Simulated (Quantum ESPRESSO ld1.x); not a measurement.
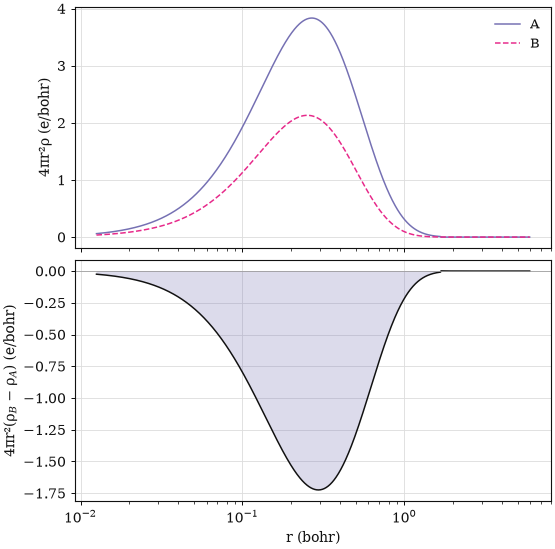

Two charge states of beryllium were computed: Be²⁺ in 1s2; Be³⁺ in 1s1 (high spin). The calculation used Quantum ESPRESSO ld1.x 7.5 at this level: non-relativistic Kohn-Sham, LDA (Slater exchange, VWN5 correlation), spin-polarised, spherical densities, point nucleus.

The plot shows both radial densities and the radial density of run B less that of run A; on the logarithmic r axis, areas aren't charges.

Q: Which run is A and which is B? Where does the charge move?

Answer: A is Be²⁺ in 1s2; B is Be³⁺ in 1s1 (high spin). B holds hardly more charge than A anywhere and 1.0 electrons fewer where it is negative (most at r = 0.30 bohr), a net change of −1. The energy of B less that of A is 151.9 eV.
